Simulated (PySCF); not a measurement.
Input file:

```
{"job": {"kind": "uv", "xc": "PBE0", "basis": "def2-SVPD", "nstates": 8, "ntriplets": 3}, "charge": 0, "multiplicity": 1}
C      1.772807     0.917055     0.456414
C      0.728065     0.168359     0.761132
Br    -0.113806     0.403946     2.471456
C      0.069255    -0.835079    -0.102422
Si    -1.588794    -0.179121    -0.814477
H      2.179753     1.648959     1.131346
H      2.261716     0.807797    -0.497207
H     -0.128890    -1.744824     0.466678
H      0.742920    -1.095617    -0.920236
H     -2.542238     0.029211     0.271291
H     -1.306105     1.078266    -1.507216
H     -2.073485    -1.199638    -1.742785
```

Run with:

```sh
OMP_NUM_THREADS=1 python probes_run.py task.json out
```

Geometry: GFN2-xTB.

Computed with PySCF 2.14.0, PBE0/def2-SVPD, SCF density, gas phase.

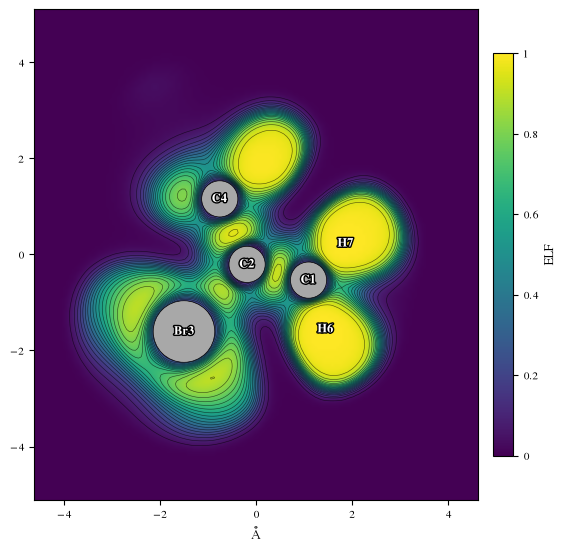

C₃H₇BrSi (SMILES C=C(Br)C[SiH3]). Electron localisation function on the plane of atoms C1, C2 and C4. Grey discs cover the atomic cores.

**What do the fields say about this system?**

- The section cuts through C, Br and H sites.
- C–C (1.32 Å): the ELF peaks at about 0.90 between the atoms: a short, multiple covalent bond.
- C–Br (1.92 Å): the ELF peaks at about 0.90 between the atoms; localised, covalent bonding.
- C–H (1.08 Å): the ELF climbs to about 1 towards the hydrogen, as it does in any bond to H; a covalent bond by its length.
- C–C (1.48 Å): the ELF peaks at about 0.95 between the atoms (a covalent bond).
- The ELF also peaks beside Br3, away from the bonds: lone-pair regions.
